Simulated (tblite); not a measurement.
# Geometry relaxation, with input and output: Ge26H34 (part 1 of 3)

Ge26H34, computed with GFN2-xTB geometry optimisation, gas phase (tblite 0.8.0).

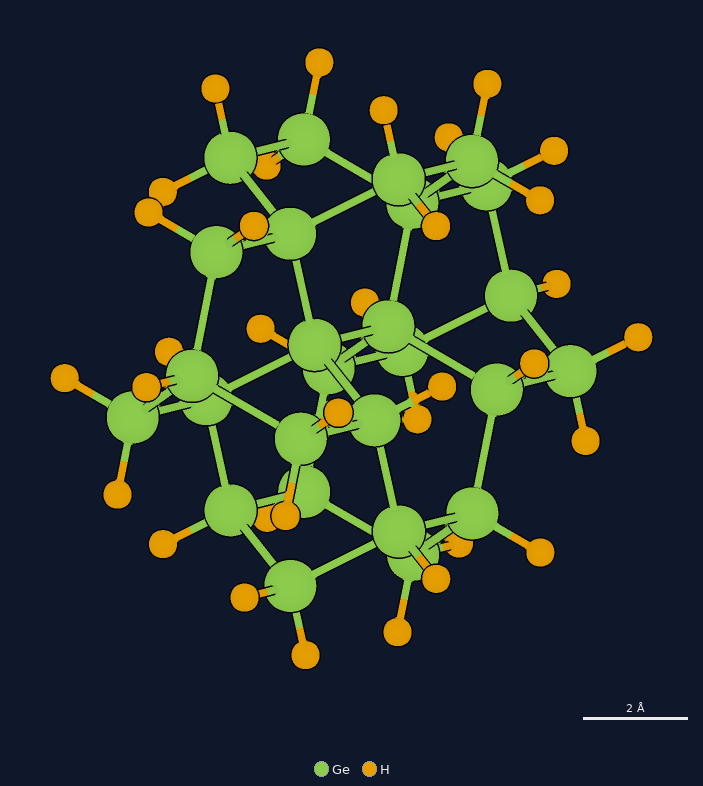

Figure 1. The structure as given in the input (ball-and-stick view, seen at an oblique angle). Sticks mark near contacts. Bond lengths as drawn: Ge–Ge 2.44 to 2.46 Å and Ge–H 1.52 to 1.54 Å.

## The input
```
{"job": {"kind": "relax", "xc": "GFN2-xTB", "basis": "xTB"}, "charge": 0, "multiplicity": 1}
Ge     0.004900     0.306200    -5.309900
Ge    -2.003600    -0.844400    -2.048600
Ge    -1.995200    -0.849300    -4.490600
Ge    -0.000700    -4.307400    -2.047900
Ge    -0.001000     0.306800     5.311700
Ge    -0.003300     0.307500     1.222400
Ge     0.000100     0.309700    -1.228300
Ge    -1.997000    -0.844300     4.493100
Ge    -1.997700    -0.849100     2.041300
Ge    -2.003200    -3.157600     1.226600
Ge    -2.002500    -3.158000    -1.227100
Ge    -0.002500    -4.313800     2.041700
Ge    -0.003400     2.618600    -2.036700
Ge     0.002200     2.617300    -4.494300
Ge    -2.002600     3.777900     1.225200
Ge    -0.001900     2.618500     4.497900
Ge    -2.000000     3.774700    -1.224100
Ge    -0.001100     2.614500     2.040700
Ge     1.999800    -0.845200    -2.039200
Ge     2.003200    -0.846100    -4.488900
Ge     1.998100    -0.843200     4.493100
Ge     1.999500    -0.845500     2.041500
Ge     2.003800    -3.152200     1.231600
Ge     1.996200    -3.161100    -1.226500
Ge     2.000900     3.775400     1.225900
Ge     1.994300     3.771900    -1.222500
H      0.000700     0.310300    -6.839000
H     -3.250200    -0.125100    -1.530500
H     -3.249000    -0.125300    -5.003600
H     -1.999300    -2.289000    -4.998200
H      0.003600    -4.311200    -3.572800
H     -0.001900    -5.753000    -1.531500
H     -0.001000     0.308100     6.836400
H     -3.247500    -0.127000     5.005300
H     -1.999200    -2.287600     4.998300
H     -3.249100    -0.123500     1.528800
H     -3.250400    -3.878000     1.730900
H     -3.248700    -3.875600    -1.737600
H      0.001100    -4.315700     3.571600
H     -0.004800    -5.750900     1.532900
H     -1.249300     3.336800    -4.997800
H      1.255100     3.333500    -4.997900
H     -1.995500     5.216300     1.731400
H     -3.247000     3.051000     1.733200
H     -1.252900     3.340800     5.004000
H      1.247300     3.340700     4.998200
H     -1.998000     5.215400    -1.735600
H     -3.249900     3.054100    -1.732700
H      3.251200    -0.125300    -1.531500
H      3.251500    -0.125000    -4.999600
H      1.999500    -2.296700    -4.998500
H      3.256200    -0.124400     5.001300
H      2.000000    -2.289800     5.001700
H      3.246200    -0.127300     1.528700
H      3.250300    -3.879000     1.736500
H      3.249100    -3.875100    -1.734400
H      2.007000     5.209600     1.733100
H      3.252300     3.059100     1.734300
H      2.000500     5.214600    -1.731000
H      3.248700     3.053500    -1.736000
```

The first line tells a small driver script what to run in tblite; the rest is the geometry in Å.

Run on 4 CPU threads, shared host.

Command:
```bash
OMP_NUM_THREADS=4 python <driver script> task.json out
```

## Output
```
step      E/eV     max force
  0   -1845.50031    0.638
  1   -1845.60217    0.483
  2   -1845.80289    0.320
  3   -1845.84034    0.293
  4   -1845.93626    0.233
  5   -1845.94555    0.187
  6   -1845.96252    0.126
  7   -1845.97312    0.129
  8   -1845.98171    0.123
  9   -1845.98597    0.112
 10   -1845.99082    0.136
 11   -1845.99719    0.158
 12   -1846.00595    0.252
 13   -1846.01603    0.285
 14   -1846.02526    0.223
 15   -1846.03137    0.120
 16   -1846.03481    0.065
 17   -1846.03690    0.070
 18   -1846.03882    0.099
 19   -1846.04121    0.107
 20   -1846.04402    0.089
 21   -1846.04688    0.065
 22   -1846.04942    0.077
 23   -1846.05158    0.069
 24   -1846.05346    0.085
 25   -1846.05519    0.078
 26   -1846.05681    0.071
 27   -1846.05831    0.075
 28   -1846.05954    0.050
 29   -1846.06041    0.036
 30   -1846.06103    0.040
 31   -1846.06154    0.040
 32   -1846.06198    0.027
 33   -1846.06237    0.028
 34   -1846.06272    0.024
 35   -1846.06305    0.028
 36   -1846.06336    0.024
 37   -1846.06359    0.022
 38   -1846.06375    0.016
```
